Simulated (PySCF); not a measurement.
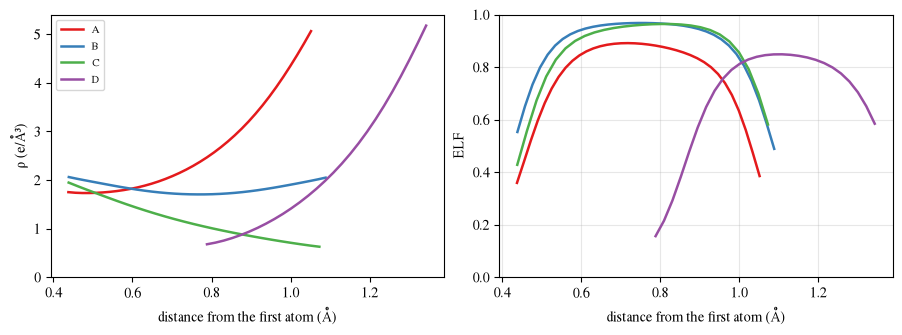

*C6H15AlO (AlMe2(OtBu)). Total electron density and ELF along straight lines between neighbouring atoms. The curves leave out the atomic cores.*

Geometry: PBE0-D3(BJ)/def2-SVP.

Computed with PySCF, CAM-B3LYP/def2-SVPD, SCF density, gas phase.

Input file:

```
{"job": {"kind": "uv", "xc": "CAM-B3LYP", "basis": "def2-SVPD", "ip": false, "nstates": 15}, "charge": 0, "multiplicity": 1}
Al     0.675392     1.309561     0.813931
C      2.522375     0.683282     0.986232
H      3.119051     1.324730     1.654600
H      3.027513     0.673377     0.004786
H      2.574048    -0.347904     1.373929
C      0.036917     3.040845     1.445630
H     -0.870986     2.928621     2.061361
H     -0.243965     3.683984     0.593953
H      0.786754     3.586168     2.040096
O     -0.512929     0.347573     0.059548
C     -0.757316    -0.866106    -0.598456
C      0.507839    -1.358206    -1.302017
C     -1.217899    -1.890780     0.437404
C     -1.862834    -0.616536    -1.622860
H      0.324271    -2.297146    -1.846028
H      0.857191    -0.606701    -2.027662
H      1.315241    -1.537431    -0.575439
H     -0.425823    -2.062324     1.183301
H     -1.464892    -2.856556    -0.029452
H     -2.109355    -1.517528     0.963117
H     -1.535850     0.140919    -2.351192
H     -2.762971    -0.236205    -1.118038
H     -2.124491    -1.536009    -2.168476
```

Run with:

```sh
OMP_NUM_THREADS=2 python probes_run.py task.json out
```

Q: Which curve belongs to which contact (Al–O, C–Al, C–C and C–O)? The first atom named is at distance zero.

A: Curve A: C–O (1.40 Å): ρ is about 2.1 e/Å³ halfway, with its minimum of 1.7 e/Å³ about 0.5 Å from C; the ELF peaks at about 0.90 between the atoms: a shared but strongly polarised pair. Curve B: C–C (1.53 Å): ρ at the midpoint is about 1.7 e/Å³; the ELF peaks at about 0.95 between the atoms (localised, covalent bonding). Curve C: C–Al (1.95 Å): ρ at the midpoint is about 0.74 e/Å³; the ELF peaks at about 0.95 between the atoms; a polar covalent bond. Curve D: Al–O (1.70 Å): the density is about 0.8 e/Å³ at the midpoint; the ELF peaks at about 0.85 in the valence shell of O, 0.6 Å from its nucleus, and is about 0.40 at the midpoint.
